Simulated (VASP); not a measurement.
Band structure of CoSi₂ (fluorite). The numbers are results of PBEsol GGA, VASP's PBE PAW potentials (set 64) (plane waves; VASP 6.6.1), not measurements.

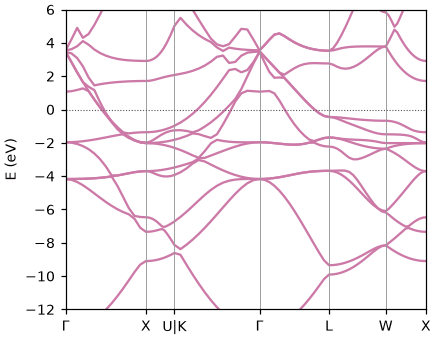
Figure: Bands along high-symmetry lines, zero at the valence-band maximum or, without a gap, the Fermi level

Q: Read the plot: is there a gap, and where are the band edges?

A: It has no gap at this level: it comes out as a metal or semimetal. (Edges off the drawn lines would not show.)

The compound is CoSi2 in the fluorite structure. It was relaxed first. The run is not spin-polarised, so no magnetic state was tried. The electron count is odd and the run is not spin-polarised, which forces a metal.
